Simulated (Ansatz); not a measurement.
Errors in the vertical ionisation energy

7 molecules of light elements (H to F); the vertical ionisation energy in eV, computed less measured. Shapes, held fixed at every level: PBE0-D4/def2-TZVP. No vibrational averaging. Programs: Ansatz 0.2.0. Measured values: NIST CCCBDB.

Levels: A = r2SCAN-D4/def2-TZVPP; B = PBE0-D4/def2-TZVPP; C = HSE06/STO-3G; D = B2PLYP/def2-TZVPP.

```json
{"molecule": "CO (carbon monoxide)", "measured": "14.01", "A": "-0.18", "B": "-0.02", "C": "-1.67", "D": "-0.02"}
{"molecule": "N2 (SMILES N#N)", "measured": "15.58", "A": "0.00", "B": "+0.17", "C": "-0.66", "D": "+0.04"}
{"molecule": "HCN (SMILES C#N)", "measured": "13.61", "A": "+0.04", "B": "+0.04", "C": "-0.69", "D": "+0.17"}
{"molecule": "CO2 (carbon dioxide)", "measured": "13.78", "A": "-0.11", "B": "-0.03", "C": "-2.43", "D": "+0.11"}
{"molecule": "C2H2 (acetylene)", "measured": "11.49", "A": "-0.23", "B": "-0.19", "C": "-0.87", "D": "-0.10"}
{"molecule": "H2CO (formaldehyde)", "measured": "10.88", "A": "-0.22", "B": "-0.13", "C": "-1.98", "D": "-0.01"}
{"molecule": "CH4O (SMILES CO)", "measured": "10.96", "A": "-0.28", "B": "-0.17", "C": "-2.57", "D": "-0.02"}
```

**Question.** Which level does best on this set, which worst, and which err to one side?

**Answer.** 
| level | kind | mean error | mean absolute error | worst case |
| --- | --- | --- | --- | --- |
| r2SCAN-D4/def2-TZVPP | meta-GGA | -0.140 | 0.151 | CH4O |
| PBE0-D4/def2-TZVPP | global hybrid | -0.047 | 0.107 | C2H2 |
| HSE06/STO-3G | range-separated hybrid | -1.553 | 1.553 | CH4O |
| B2PLYP/def2-TZVPP | double hybrid | +0.024 | 0.067 | HCN |

On this set B2PLYP/def2-TZVPP has the smallest mean absolute error and HSE06/STO-3G the largest. r2SCAN-D4/def2-TZVPP is too low in 5 of 7; PBE0-D4/def2-TZVPP is too low in 5 of 7; HSE06/STO-3G is too low in 7 of 7. The smallest two are near a tie. The set is small.

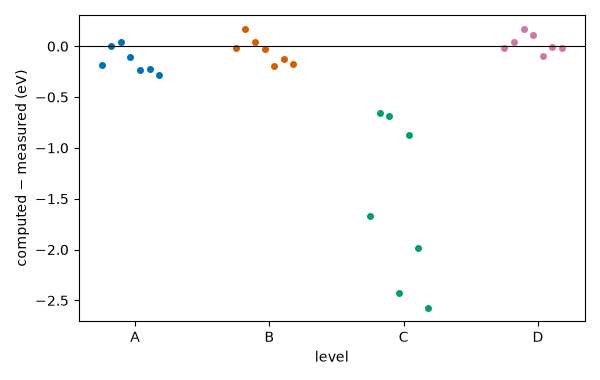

Errors of each level, one point a molecule.
